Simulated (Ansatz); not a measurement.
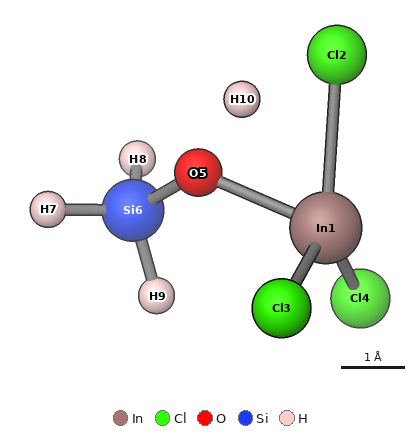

The input geometry (ball-and-stick view, seen at a tilt; atoms are numbered from 1 in the order of the input). Sticks mark near contacts.

**Geometry relaxation of InSiH$_{4}$Cl$_{3}$O**

The run: geometry relaxation of InSiH$_{4}$Cl$_{3}$O. Method and program: RKS PBE-D4/def2-SVP (Ansatz 0.2.0).

The input holds or restrains some coordinates. It belongs to a series of runs on one base structure; here: pulled along the bonds that form and break, towards end A. Figures and captions count atoms from 1; the log counts them from 0 in places.

Input file:
```yaml
crystal:
  periodic: [false, false, false]
  atoms:
    - { symbol: In, position_ang: [0.0, 0.0, 0.0] }
    - { symbol: Cl, position_ang: [0.0, 0.0, 2.79] }
    - { symbol: Cl, position_ang: [2.113, 0.0, -1.22] }
    - { symbol: Cl, position_ang: [-2.113, 0.0, -1.22] }
    - { symbol: O, position_ang: [0.0957, -2.1711, 0.7221] }
    - { symbol: Si, position_ang: [-0.6743, -3.4677, -0.0184] }
    - { symbol: H, position_ang: [0.2305, -4.6128, -0.0598] }
    - { symbol: H, position_ang: [-1.8711, -3.8212, 0.7395] }
    - { symbol: H, position_ang: [-1.0524, -3.0975, -1.3791] }
    - { symbol: H, position_ang: [0.0673, -1.5267, 1.9541] }
basis:
  gaussian: { orbitals: def2-SVP }
hamiltonian:
  xc: pbe
  dispersion: d4
relax:
  f_tol: 0.15
  max_steps: 25
  restrain:
    - { distance: [0, 4], at: 3.19, k: 30.0 }
    - { distance: [9, 1], at: 2.57, k: 30.0 }
    - { distance: [0, 1], at: 2.44, k: 30.0 }
    - { distance: [9, 4], at: 1.01, k: 30.0 }
```

Machine: 4 threads of AMD EPYC (Zen 5), 32 GiB of memory available, shared host.

Run as:
```bash
ansatz run input.yaml --threads 4 --pin off --max-ram 5120MiB --backend cpu --events-out ev --progress --plain --runs-dir out
```

Output:
```
The last accepted step is kept in [file] (removed where the run ends without a failure and the disk answers)
Engine: ansatz 0.2.0, x86_64-unknown-linux-gnu
Functional definition: PBE
  parameter kappa = 0.804
  parameter beta = 0.06672455060314922
  exchange = pbe_x(kappa = kappa, mu = beta*pi^2/3)
  correlation = pbe_c(beta = beta)
1472 factors; their error is unknown
mean field evaluation 1: about -52690.5701 eV, gradient 5.8e1 eV
mean field evaluation 2: about -52577.9951 eV, gradient 1.9e2 eV
mean field evaluation 4: about -52696.6096 eV, gradient 1.9e1 eV
mean field evaluation 8: about -52697.7307 eV, gradient 2.0e-1 eV
mean field evaluation 16: about -52697.6575 eV, gradient 1.2e-3 eV
mean field -52697.65754157 eV, -1936.6031948976 hartree, gradient 2.1e-5 eV, S^2 0.000000; 0 other end points of the search recorded, 0 dependent functions left out
the calculation of the forces begins
reference -52697.65759251 eV, -1936.6031967696 hartree; 49, 49 occupied and 83, 83 virtual orbitals, 1472 factors
relax step   1: F+E_penalty+E_count = -52697.98516406 eV  Δ(F+E_penalty+E_count) = +0.000e0 eV  max|allowed force component| = 2.749e0 eV/Å  E_restraint = 26.44713146 eV  max|allowed force component, restraints' pulls added| = 2.767e1 eV/Å  Δτ_max = 0.0000 Å  (29 SCF iters, accepted)
  distance In 0 - O 4 = 2.2900 Å
  distance H 9 - Cl 1 = 1.7419 Å
  distance In 0 - Cl 1 = 2.7900 Å
  distance H 9 - O 4 = 1.3906 Å
these checks for a lower state are left out or cut short: starts, cluster_reference, orbital_swaps, neighbouring_geometries, increment
1472 factors; their error is unknown
mean field -52697.79662414 eV, -1936.6083060877 hartree, gradient 1.9e-5 eV, S^2 0.000000; 0 other end points of the search recorded, 0 dependent functions left out
[... from here on the field's lines of each further geometry are left out, up to the last ...]
relax step   2: F+E_penalty+E_count = -52698.11630016 eV  Δ(F+E_penalty+E_count) = -1.311e-1 eV  max|allowed force component| = 4.039e0 eV/Å  E_restraint = 11.43715312 eV  max|allowed force component, restraints' pulls added| = 1.900e1 eV/Å  Δτ_max = 0.1949 Å  (35 SCF iters, accepted)
relax step   3: F+E_penalty+E_count = -52698.43679786 eV  Δ(F+E_penalty+E_count) = -3.205e-1 eV  max|allowed force component| = 2.297e0 eV/Å  E_restraint = 3.39276598 eV  max|allowed force component, restraints' pulls added| = 8.933e0 eV/Å  Δτ_max = 0.1909 Å  (34 SCF iters, accepted)
relax step   4: F+E_penalty+E_count = -52698.55905998 eV  Δ(F+E_penalty+E_count) = -1.223e-1 eV  max|allowed force component| = 1.320e0 eV/Å  E_restraint = 0.23918434 eV  max|allowed force component, restraints' pulls added| = 2.544e0 eV/Å  Δτ_max = 0.1947 Å  (29 SCF iters, accepted)
relax step   5: F+E_penalty+E_count = -52698.84228230 eV  Δ(F+E_penalty+E_count) = -2.832e-1 eV  max|allowed force component| = 9.994e-1 eV/Å  E_restraint = 0.02531712 eV  max|allowed force component, restraints' pulls added| = 7.575e-1 eV/Å  Δτ_max = 0.1918 Å  (28 SCF iters, accepted)
relax step   6: F+E_penalty+E_count = -52698.94887587 eV  Δ(F+E_penalty+E_count) = -1.066e-1 eV  max|allowed force component| = 1.144e0 eV/Å  E_restraint = 0.01649184 eV  max|allowed force component, restraints' pulls added| = 4.799e-1 eV/Å  Δτ_max = 0.1999 Å  (33 SCF iters, accepted)
relax step   7: F+E_penalty+E_count = -52698.96541503 eV  Δ(F+E_penalty+E_count) = -1.654e-2 eV  max|allowed force component| = 1.010e0 eV/Å  E_restraint = 0.00650118 eV  max|allowed force component, restraints' pulls added| = 6.734e-1 eV/Å  Δτ_max = 0.1912 Å  (28 SCF iters, accepted)
relax step   8: F+E_penalty+E_count = -52698.98934746 eV  Δ(F+E_penalty+E_count) = -2.393e-2 eV  max|allowed force component| = 1.022e0 eV/Å  E_restraint = 0.01529686 eV  max|allowed force component, restraints' pulls added| = 7.721e-1 eV/Å  Δτ_max = 0.1015 Å  (28 SCF iters, accepted)
relax step   9: F+E_penalty+E_count = -52699.02338428 eV  Δ(F+E_penalty+E_count) = -3.404e-2 eV  max|allowed force component| = 7.550e-1 eV/Å  E_restraint = 0.01682056 eV  max|allowed force component, restraints' pulls added| = 1.219e-1 eV/Å  Δτ_max = 0.1998 Å  (29 SCF iters, accepted)
relax step  10: F+E_penalty+E_count = -52699.03241114 eV  Δ(F+E_penalty+E_count) = -9.027e-3 eV  max|allowed force component| = 6.726e-1 eV/Å  E_restraint = 0.01465581 eV  max|allowed force component, restraints' pulls added| = 2.084e-1 eV/Å  Δτ_max = 0.1972 Å  (29 SCF iters, accepted)
relax step  11: F+E_penalty+E_count = -52699.03583374 eV  Δ(F+E_penalty+E_count) = -3.423e-3 eV  max|allowed force component| = 6.941e-1 eV/Å  E_restraint = 0.01322316 eV  max|allowed force component, restraints' pulls added| = 1.544e-1 eV/Å  Δτ_max = 0.1160 Å  (28 SCF iters, accepted)
relax step  12: F+E_penalty+E_count = -52699.04064323 eV  Δ(F+E_penalty+E_count) = -4.809e-3 eV  max|allowed force component| = 1.026e0 eV/Å  E_restraint = 0.01560526 eV  max|allowed force component, restraints' pulls added| = 2.870e-1 eV/Å  Δτ_max = 0.1076 Å  (27 SCF iters, accepted)
the calculation of the forces begins
reference -52698.74488677 eV, -1936.6431540965 hartree; 49, 49 occupied and 83, 83 virtual orbitals, 1472 factors
relax step  13: F+E_penalty+E_count = -52699.04449240 eV  Δ(F+E_penalty+E_count) = -3.849e-3 eV  max|allowed force component| = 7.311e-1 eV/Å  E_restraint = 0.01489551 eV  max|allowed force component, restraints' pulls added| = 4.551e-2 eV/Å  Δτ_max = 0.0316 Å  (29 SCF iters, accepted)
  distance In 0 - O 4 = 3.1727 Å
  distance H 9 - Cl 1 = 2.5694 Å
  distance In 0 - Cl 1 = 2.4213 Å
  distance H 9 - O 4 = 0.9914 Å
1472 factors; their error is unknown
mean field evaluation 128: about -52698.7448 eV, gradient 1.1e-5 eV
```

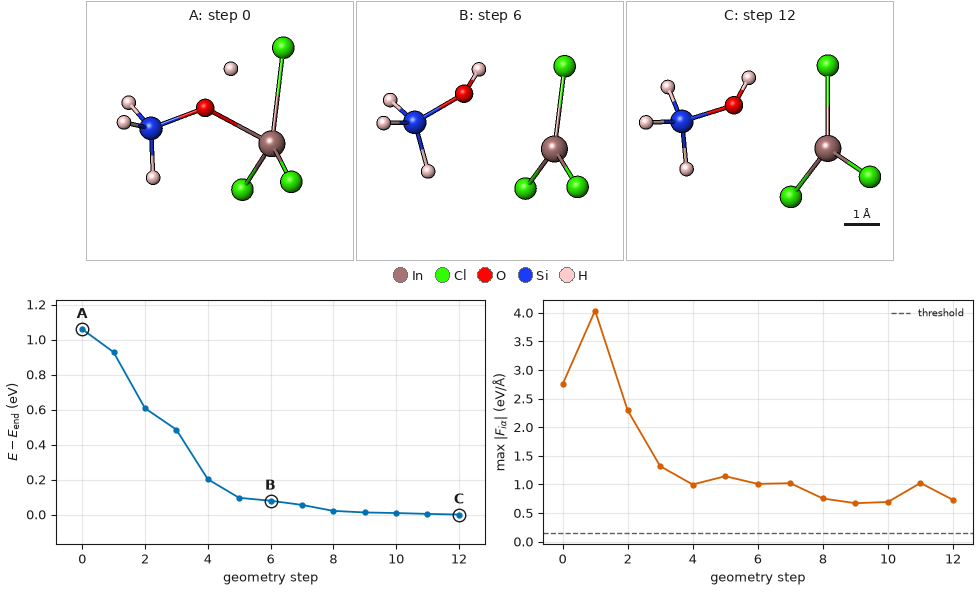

Frames of the restrained relaxation (ball-and-stick view, seen on its broad side) above the curves, on which the letters mark them (the first geometry is step 0 here and step 1 in the log).

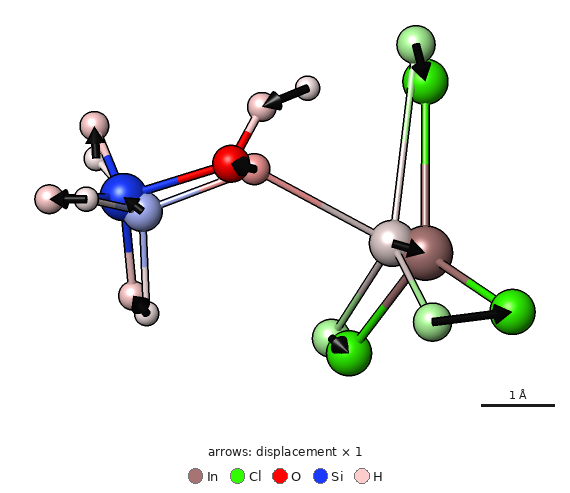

Start (faint) and end (solid) with the displacements as black arrows, at true length (ball-and-stick view, seen on its broad side). The two geometries are laid on each other by the best rigid fit. Over 12 geometry steps the energy falls by 1.059 eV. Largest force component: 2.7 eV/Å at the start, 0.73 eV/Å at the end. The atom that moves furthest after the best rigid fit is Cl3 (1.16 Å). Largest moves by element: Cl 1.16 Å, H 0.76 Å, O 0.51 Å, In 0.48 Å, Si 0.33 Å. Distances before and after: In1–O5 2.290 → 3.173 Å, O5–H10 1.391 → 0.991 Å, In1–Cl2 2.790 → 2.421 Å, In1–Cl3 2.440 → 2.338 Å. New bonds form: O5–H10 (1.39 → 0.99 Å). Bonds break: In1–O5 (2.29 → 3.17 Å). Among the angles that change: Cl3–In1–Cl4 120.0° → 123.1°, Cl2–In1–Cl4 120.0° → 117.3°. (Atoms are counted from 1 in the order of the input.)

```
mean field -52698.74483232 eV, -1936.6431520954 hartree, gradient 1.5e-5 eV, S^2 0.000000; 1 other end points of the search recorded, 0 dependent functions left out
the calculation of the forces begins
reference -52698.74488677 eV, -1936.6431540965 hartree; 49, 49 occupied and 83, 83 virtual orbitals, 1472 factors
Total energy: -52699.04454685 eV, -1936.6541664015 hartree
Atom 0 at     0.136317     0.452620    -0.073143 Å, force    -0.017142    -0.564936     0.696984 eV/Å
Atom 1 at    -0.174282     0.254631     2.320019 Å, force     0.068029     0.033799    -0.559249 eV/Å
Atom 2 at     2.217744     1.116702    -0.906358 Å, force    -0.003281     0.006920    -0.001249 eV/Å
Atom 3 at    -1.750048     0.160146    -1.429628 Å, force    -0.008748     0.000374    -0.006402 eV/Å
Atom 4 at     0.361755    -2.610340     0.722708 Å, force    -0.171135     0.731069     0.334166 eV/Å
Atom 5 at    -0.787593    -3.725531     0.147785 Å, force     0.008380     0.012244     0.045513 eV/Å
Atom 6 at    -0.102510    -5.036203    -0.107843 Å, force    -0.001092     0.001240    -0.002340 eV/Å
Atom 7 at    -1.873652    -3.907774     1.174376 Å, force    -0.002648    -0.003869    -0.011096 eV/Å
Atom 8 at    -1.376974    -3.212004    -1.133208 Å, force    -0.000945     0.003232    -0.013189 eV/Å
Atom 9 at     0.144942    -2.189247     1.593691 Å, force     0.128582    -0.220075    -0.483137 eV/Å
Dipole moment:    -0.145153    -0.124945     0.086042 e Å
```

Trajectory as extended XYZ (Å, eV, eV/Å), 13 frames, from step=1 to step=13:
```
10
Properties=species:S:1:pos:R:3:forces:R:3 step=1 energy=-52697.98516
In    0.0000    0.0000    0.0000    0.1751  -1.3371  -0.0313
Cl    0.0000    0.0000    2.7900    0.0601  -0.8486  -1.7309
Cl    2.1130    0.0000   -1.2200   -0.8145   0.3193   0.5681
Cl   -2.1130    0.0000   -1.2200    0.7680   0.2471   0.5945
O     0.0957   -2.1711    0.7221    0.3199   2.7489   2.0699
Si   -0.6743   -3.4677   -0.0184   -0.0283   0.0516   0.3697
H     0.2305   -4.6128   -0.0598    0.5259  -0.6126   0.0006
H    -1.8711   -3.8212    0.7395   -0.7103  -0.2425   0.4071
H    -1.0524   -3.0975   -1.3791   -0.1406   0.2738  -0.7232
H     0.0673   -1.5267    1.9541   -0.1552  -0.5998  -1.5246
10
Properties=species:S:1:pos:R:3:forces:R:3 step=2 energy=-52698.11630
In   -0.0051    0.1631    0.0341    0.2573  -1.4600   0.4900
Cl   -0.0056    0.1315    2.7521    0.0139  -0.2281  -1.8378
Cl    2.1030    0.0050   -1.2129   -0.9372   0.3346   0.6202
Cl   -2.1041    0.0041   -1.2129    0.8326   0.2523   0.6241
O     0.1151   -2.2927    0.8270    0.6743   4.0388   2.7444
Si   -0.6817   -3.4828   -0.0188   -0.2158  -0.3683   0.4926
H     0.2347   -4.6208   -0.0605    0.4094  -0.6558  -0.1261
H    -1.8795   -3.8251    0.7433   -0.7763  -0.3192   0.2827
H    -1.0526   -3.0933   -1.3848   -0.0299   0.3793  -0.5086
H     0.0715   -1.6859    1.8418   -0.2283  -1.9734  -2.7813
10
Properties=species:S:1:pos:R:3:forces:R:3 step=3 energy=-52698.43680
In   -0.0102    0.3071    0.0766    0.2902  -1.3514   0.3890
Cl   -0.0107    0.2617    2.6903   -0.0159   0.1082  -1.7164
Cl    2.0867    0.0104   -1.2022   -1.0504   0.3899   0.6932
Cl   -2.0900    0.0082   -1.2026    0.9020   0.2999   0.6771
O     0.1360   -2.3902    0.9119    0.8564   2.2972   0.3191
Si   -0.6864   -3.4924   -0.0122   -0.1480  -0.4594   0.4481
H     0.2387   -4.6300   -0.0639    0.2640  -0.6146  -0.2097
H    -1.8915   -3.8304    0.7459   -0.7711  -0.3298   0.1902
H    -1.0511   -3.0865   -1.3881    0.0544   0.4056  -0.2580
H     0.0742   -1.8548    1.7528   -0.3816  -0.7456  -0.5325
10
Properties=species:S:1:pos:R:3:forces:R:3 step=4 energy=-52698.55906
In   -0.0094    0.4455    0.0957    0.2217  -1.3059   0.0403
Cl   -0.0162    0.4071    2.5610   -0.0196   0.1460  -1.0206
Cl    2.0296    0.0395   -1.1627   -0.7426   0.4110   0.5136
Cl   -2.0407    0.0316   -1.1629    0.6395   0.3267   0.5192
O     0.1761   -2.5097    0.9538    0.9833   1.3200  -0.5823
Si   -0.6946   -3.5320   -0.0083   -0.1356  -0.3966   0.3305
H     0.2419   -4.6694   -0.0845    0.0342  -0.6008  -0.2943
H    -1.9255   -3.8502    0.7448   -0.5588  -0.3018   0.0212
H    -1.0435   -3.0672   -1.3869    0.0849   0.2835  -0.0084
H     0.0779   -1.9923    1.7583   -0.5070   0.1178   0.4808
10
Properties=species:S:1:pos:R:3:forces:R:3 step=5 energy=-52698.84228
In    0.0280    0.4578    0.0111   -0.0301  -0.7347   0.9994
Cl   -0.0020    0.5003    2.4256   -0.0034   0.0597  -0.5525
Cl    2.0110    0.2298   -1.1473    0.4255   0.1397  -0.2226
Cl   -1.9900    0.1775   -1.1018   -0.3172   0.0777  -0.1281
O     0.1957   -2.5558    1.0093    0.2457   0.7711  -0.2577
Si   -0.6836   -3.6288    0.0399    0.0035   0.2755   0.5454
H     0.2001   -4.8249   -0.1440   -0.0606  -0.0675  -0.0151
H    -1.9795   -3.9787    0.7144   -0.0468  -0.1302  -0.0036
H    -1.0141   -3.0586   -1.3155    0.1233   0.1230   0.1053
H     0.0301   -2.0155    1.8167   -0.3400  -0.5143  -0.4705
10
Properties=species:S:1:pos:R:3:forces:R:3 step=6 energy=-52698.94888
In    0.0129    0.3269   -0.0441    0.0463  -0.3716   0.7364
Cl   -0.0027    0.4580    2.3701   -0.0243  -0.0868  -0.5678
Cl    2.0261    0.3682   -1.2167    0.0853   0.0353  -0.0503
Cl   -2.0661    0.3615   -1.1197   -0.0113  -0.0417   0.0024
O     0.2631   -2.6400    1.0671    0.1037   1.1443   0.3985
Si   -0.6650   -3.6437    0.0930   -0.1304  -0.2239  -0.0996
H     0.1445   -4.8922   -0.1059   -0.0546   0.0048  -0.0135
H    -2.0029   -3.9830    0.6941    0.0172   0.0414   0.0447
H    -0.8854   -2.9903   -1.2473   -0.0164   0.0266   0.0458
H    -0.0288   -2.0625    1.8177   -0.0155  -0.5284  -0.4966
10
Properties=species:S:1:pos:R:3:forces:R:3 step=7 energy=-52698.96541
In    0.1038    0.3623   -0.0883   -0.0132  -0.4609   0.7709
Cl   -0.0326    0.4012    2.3319    0.0692   0.0291  -0.5784
Cl    2.1167    0.5249   -1.2782   -0.0859   0.0112   0.0756
Cl   -2.0037    0.3546   -1.1230    0.0647  -0.0297  -0.0322
O     0.2208   -2.6049    1.0588   -0.1105   1.0105   0.6243
Si   -0.6728   -3.6759    0.1103   -0.2532   0.0764  -0.0789
H     0.1736   -4.8919   -0.1436   -0.0487   0.0613  -0.0036
H    -1.9726   -4.0611    0.7722    0.0760  -0.0213   0.0161
H    -0.9975   -2.9776   -1.1915    0.0449  -0.1344   0.0573
H    -0.1401   -2.1285    1.8598    0.2565  -0.5422  -0.8512
10
Properties=species:S:1:pos:R:3:forces:R:3 step=8 energy=-52698.98935
In    0.1108    0.4013   -0.0590   -0.0424  -0.5444   0.7549
Cl   -0.0387    0.4012    2.3648    0.0592   0.0222  -0.6308
Cl    2.1357    0.5874   -1.2192   -0.0429   0.0350   0.0588
Cl   -1.9626    0.3226   -1.1598    0.0657  -0.0087   0.0063
O     0.2306   -2.5829    0.9866   -0.1822   1.0222   0.5909
Si   -0.7023   -3.6920    0.1130   -0.1094   0.1046  -0.1112
H     0.1397   -4.9081   -0.1406   -0.0127   0.0042   0.0391
H    -1.9652   -4.0750    0.8445    0.0713   0.0378  -0.0056
H    -1.0527   -3.0595   -1.2150   -0.0251  -0.0868   0.1164
H    -0.0994   -2.0920    1.7932    0.2185  -0.5860  -0.8188
10
Properties=species:S:1:pos:R:3:forces:R:3 step=9 energy=-52699.02338
In    0.1240    0.4192   -0.0596   -0.0155  -0.5467   0.7261
Cl   -0.0632    0.3669    2.3555    0.0484   0.0357  -0.5845
Cl    2.1726    0.7652   -1.1359   -0.0273   0.0240   0.0360
Cl   -1.9002    0.2487   -1.2335    0.0321  -0.0057   0.0022
O     0.2743   -2.5896    0.9229   -0.1828   0.7550   0.2137
Si   -0.7294   -3.6990    0.1188   -0.0140   0.0357  -0.0028
H     0.0724   -4.9422   -0.1362   -0.0161   0.0128   0.0134
H    -1.9469   -4.0303    0.9423    0.0338   0.0268   0.0032
H    -1.1577   -3.1114   -1.2011    0.0038  -0.0208   0.0655
H    -0.0502   -2.1244    1.7353    0.1376  -0.3167  -0.4728
10
Properties=species:S:1:pos:R:3:forces:R:3 step=10 energy=-52699.03241
In    0.1414    0.4325   -0.0586    0.0654  -0.5068   0.6403
Cl   -0.0967    0.3383    2.3504    0.0571   0.0158  -0.5931
Cl    2.2078    0.9408   -1.0534   -0.1350  -0.0191   0.0773
Cl   -1.8374    0.1863   -1.2972    0.0479  -0.0010   0.0149
O     0.3180   -2.6062    0.8443   -0.2870   0.6726   0.1946
Si   -0.7563   -3.7201    0.1296    0.0116   0.0867   0.0302
H     0.0064   -4.9876   -0.1308   -0.0418   0.0184   0.0144
H    -1.9295   -3.9852    1.0450    0.0998   0.0154  -0.0555
H    -1.2511   -3.1559   -1.1753   -0.0036  -0.0420   0.0394
H    -0.0069   -2.1398    1.6544    0.1857  -0.2401  -0.3626
10
Properties=species:S:1:pos:R:3:forces:R:3 step=11 energy=-52699.03583
In    0.1510    0.4417   -0.0760   -0.0252  -0.5506   0.6941
Cl   -0.1095    0.3084    2.3289    0.0528   0.0412  -0.5706
Cl    2.2223    1.0389   -0.9932   -0.0661  -0.0094   0.0214
Cl   -1.7980    0.1446   -1.3518    0.0635   0.0131   0.0208
O     0.3262   -2.6013    0.8095   -0.3315   0.6599   0.2568
Si   -0.7755   -3.7155    0.1323   -0.0063   0.0538   0.1275
H    -0.0321   -4.9915   -0.1354   -0.0181  -0.0011  -0.0086
H    -1.9110   -3.9749    1.1003    0.1112   0.0408  -0.1043
H    -1.3202   -3.1749   -1.1644    0.0348  -0.0107   0.0857
H     0.0425   -2.1725    1.6583    0.1850  -0.2370  -0.5229
10
Properties=species:S:1:pos:R:3:forces:R:3 step=12 energy=-52699.04064
In    0.1577    0.4434   -0.0701   -0.0926  -0.5350   0.6728
Cl   -0.1762    0.2664    2.3213    0.1011   0.0144  -0.5599
Cl    2.2179    1.1272   -0.9358    0.0166  -0.0013   0.0108
Cl   -1.7408    0.1469   -1.4112    0.0040  -0.0008  -0.0059
O     0.3385   -2.6191    0.7355    0.1396   1.0257   0.5216
Si   -0.7903   -3.7266    0.1533   -0.1804  -0.1932  -0.1725
H    -0.0899   -5.0247   -0.1209   -0.0068  -0.0214   0.0065
H    -1.8846   -3.9333    1.1593   -0.0520  -0.0182   0.0579
H    -1.3697   -3.1962   -1.1238   -0.0331  -0.0123  -0.0444
H     0.1330   -2.1811    1.6008    0.1035  -0.2579  -0.4868
10
Properties=species:S:1:pos:R:3:forces:R:3 step=13 energy=-52699.04449
In    0.1363    0.4526   -0.0731   -0.0171  -0.5649   0.6970
Cl   -0.1743    0.2546    2.3200    0.0680   0.0338  -0.5592
Cl    2.2177    1.1167   -0.9064   -0.0033   0.0069  -0.0012
Cl   -1.7500    0.1601   -1.4296   -0.0087   0.0004  -0.0064
O     0.3618   -2.6103    0.7227   -0.1711   0.7311   0.3342
Si   -0.7876   -3.7255    0.1478    0.0084   0.0122   0.0455
H    -0.1025   -5.0362   -0.1078   -0.0011   0.0012  -0.0023
H    -1.8737   -3.9078    1.1744   -0.0026  -0.0039  -0.0111
H    -1.3770   -3.2120   -1.1332   -0.0009   0.0032  -0.0132
H     0.1449   -2.1892    1.5937    0.1286  -0.2201  -0.4831
```

Results in brief:

| quantity | value |
| --- | --- |
| outcome | converged under the restraints of the input |
| total energy | −52699.0445 eV |
| mean-field energy | −52698.7449 eV |
| largest force (length of the vector) at the end, held atoms and coordinates included | 0.897 eV/Å |
| wall time | 9.1 s (CPU time 32 s) |
| peak memory | 0.23 GiB |
